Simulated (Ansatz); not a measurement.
# C2H3F (ethene, fluoro-) at CAM-B3LYP/def2-TZVP

Aim: the vertical ionisation energy of C2H3F (ethene, fluoro-) at CAM-B3LYP/def2-TZVP, from 2 runs. 

The results are computed with Ansatz 0.2.0.

## (1) The molecule

C2H3F has 6 atoms, charge 0, and is taken as a singlet. As SMILES, `C=CF`. Geometry: relaxed at PBE0-D4/def2-TZVP.

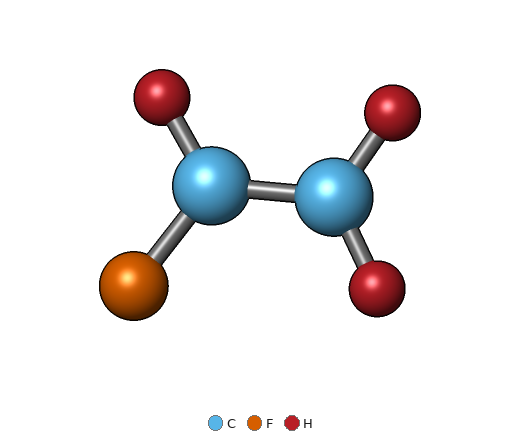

The structure, seen from a chosen angle (carbon blue, fluorine orange, hydrogen red).

## (2) A single-point energy at CAM-B3LYP/def2-TZVP

Input file molecule.yaml:

```yaml
crystal:
  periodic: [false, false, false]
  atoms:
    - {symbol: C, position_ang: [-0.536200, 0.076400, -0.442800]}
    - {symbol: C, position_ang: [0.490000, -0.016300, 0.376600]}
    - {symbol: F, position_ang: [0.966200, -1.192400, 0.795500]}
    - {symbol: H, position_ang: [-1.043900, -0.803300, -0.816600]}
    - {symbol: H, position_ang: [-0.880200, 1.054100, -0.749700]}
    - {symbol: H, position_ang: [1.046100, 0.817400, 0.790700]}
basis:
  gaussian:
    orbitals: def2-TZVP
hamiltonian:
  xc: {name: CAM-B3LYP}
accuracy: high
output: {orbitals: {seedname: orbitals}}
```

Launch:

```console
$ ansatz run molecule.yaml --threads 1 --pin off --max-ram 3480MiB --events-out events.jsonl --progress --plain --runs-dir runs
```

The log of the run:

```text
Warning: RAYON_NUM_THREADS=1 ignored (pool sized by the plan → 1); use --threads N
Functional definition: CAM-B3LYP
  name "CAM-B3LYP"
  parameter alpha = 0.19
  parameter beta = 0.46
  parameter omega = 0.33/bohr
  parameter ac = 0.81
  exchange = (1 - alpha - beta)*b88_x + beta*b88_x_sr(omega) + alpha*exact_x + beta*exact_x_lr(omega)
  correlation = (1 - ac)*vwn5_c + ac*lyp_c
1965 factors; integrals over basis functions are off by at most 4.0e-9 eV
308 factors; integrals over basis functions are off by at most 1.9e-9 eV
mean field evaluation 1: about -4835.8227 eV, gradient 4.0e1 eV
mean field evaluation 2: about -4836.6716 eV, gradient 3.3e1 eV
mean field evaluation 4: about -4839.0852 eV, gradient 1.8e0 eV
mean field evaluation 8: about -4839.0854 eV, gradient 1.5e-1 eV
mean field evaluation 16: about -4839.0854 eV, gradient 4.1e-6 eV
mean field -4839.08544714 eV, -177.8331101325 hartree, gradient 5.5e-8 eV, S^2 0.000000; 0 other end points of the search recorded, 0 dependent functions left out
reference -4839.08546272 eV, -177.8331107051 hartree; 12, 12 occupied and 99, 99 virtual orbitals, 1965 factors
Total energy: -4839.08546272 eV, -177.8331107051 hartree
```

It took 7.2 s on 1 thread of Intel Xeon Platinum 8259CL at 2.50GHz (Skylake/Cascade Lake), shared host; peak memory 0.33 GiB.

## (3) The doublet cation, same level

Input file job.yaml:

```yaml
basis:
  gaussian:
    orbitals: def2-TZVP
crystal:
  periodic: [false, false, false]
  atoms:
    - {symbol: C, position_ang: [-0.536200, 0.076400, -0.442800]}
    - {symbol: C, position_ang: [0.490000, -0.016300, 0.376600]}
    - {symbol: F, position_ang: [0.966200, -1.192400, 0.795500]}
    - {symbol: H, position_ang: [-1.043900, -0.803300, -0.816600]}
    - {symbol: H, position_ang: [-0.880200, 1.054100, -0.749700]}
    - {symbol: H, position_ang: [1.046100, 0.817400, 0.790700]}
magnetization:
  spin_polarized: true
  initial_magnetization: 1
accuracy: high
total_charge: 1
output: {orbitals: {seedname: orbitals}}
hamiltonian:
  xc: {name: CAM-B3LYP}
```

Launch:

```console
$ ansatz run job.yaml --threads 1 --pin off --max-ram 3480MiB --events-out events.jsonl --progress --plain --runs-dir runs
```

The log of the run (excerpt; [...] marks lines left out):

```text
Warning: RAYON_NUM_THREADS=1 ignored (pool sized by the plan → 1); use --threads N
[... 8 set-up lines as earlier in the session ...]
1965 factors; integrals over basis functions are off by at most 4.0e-9 eV
308 factors; integrals over basis functions are off by at most 1.9e-9 eV
mean field evaluation 1: about -4823.0457 eV, gradient 4.3e1 eV
mean field evaluation 2: about -4820.2863 eV, gradient 5.5e1 eV
mean field evaluation 4: about -4828.5150 eV, gradient 1.1e0 eV
mean field evaluation 8: about -4828.6171 eV, gradient 8.8e-2 eV
mean field evaluation 16: about -4828.6171 eV, gradient 1.1e-4 eV
mean field -4828.61711252 eV, -177.4484059311 hartree, gradient 4.3e-8 eV, S^2 0.752744; 0 other end points of the search recorded, 0 dependent functions left out
reference -4828.61712796 eV, -177.4484064984 hartree; 12, 11 occupied and 99, 100 virtual orbitals, 1965 factors
Total energy: -4828.61712796 eV, -177.4484064984 hartree
```

It took 12 s on 1 thread of Intel Xeon Platinum 8259CL at 2.50GHz (Skylake/Cascade Lake), shared host; peak memory 0.42 GiB.

## (4) Results

Level: CAM-B3LYP/def2-TZVP.

```
                                          quantity          value
                       singlet C2H3F: total energy  -177.83311 Eh
                        singlet C2H3F: HOMO energy       -9.15 eV
                        singlet C2H3F: LUMO energy        1.40 eV
                      singlet C2H3F: HOMO–LUMO gap       10.55 eV
                      doublet cation: total energy  -177.44841 Eh
doublet cation: HOMO energy (highest over α and β)      -18.60 eV
 doublet cation: LUMO energy (lowest over α and β)      -11.83 eV
                              doublet cation: ⟨S²⟩          0.753
vertical ionisation energy (to the doublet cation)      10.468 eV
```

**Reading.** Removing an electron at fixed nuclei costs 10.47 eV (241 kcal/mol). The negative HOMO energy of the first species, 9.15 eV, lies 1.32 eV below that difference.
